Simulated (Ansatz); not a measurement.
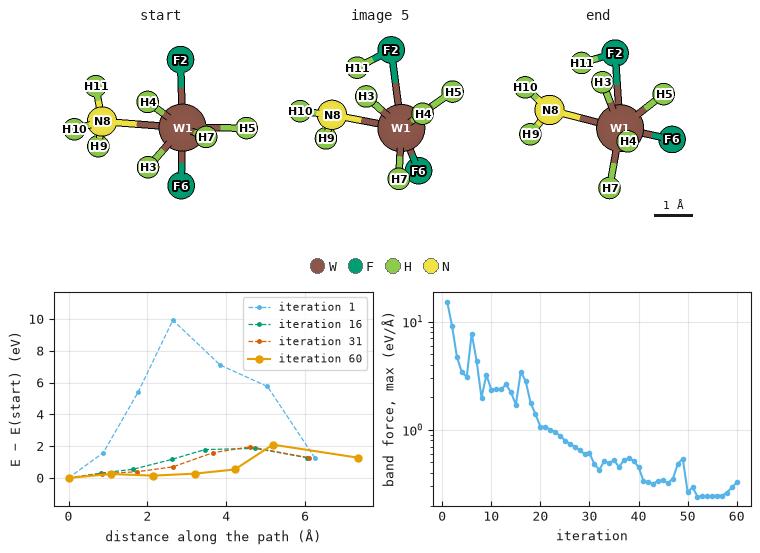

NEB run on WNH$_{7}$F$_{2}$. Images are numbered from 0 (start) to 6 (end). The plot follows the band through its iterations. The picture is a ball-and-stick view, seen at a tilt.

Theory: RKS B3LYP/def2-SVP in Ansatz. Settings: 5 movable images; climbing image from the first iteration; force threshold 0.03 eV/Å; iteration limit 60; optimiser FIRE; starting path through a guess of the saddle point.

### How did the profile develop, and is the result final?

The result isn't final. The band hadn't converged when the run stopped after 60 iterations. The largest component of the band force went from 15 to 0.33 eV/Å. The barrier read from it is provisional: over the last two iterations the highest image moved from 2.14 eV to 2.09 eV. The first iteration put the highest image at 9.93 eV. Forward barrier 2.09 eV, backward barrier 0.82 eV, with image 5 at the top; the reaction energy is +1.27 eV. The profile has 2 maxima (images 1, 5) with a dip at image 2 (+0.14 eV), which on an unconverged band is provisional.
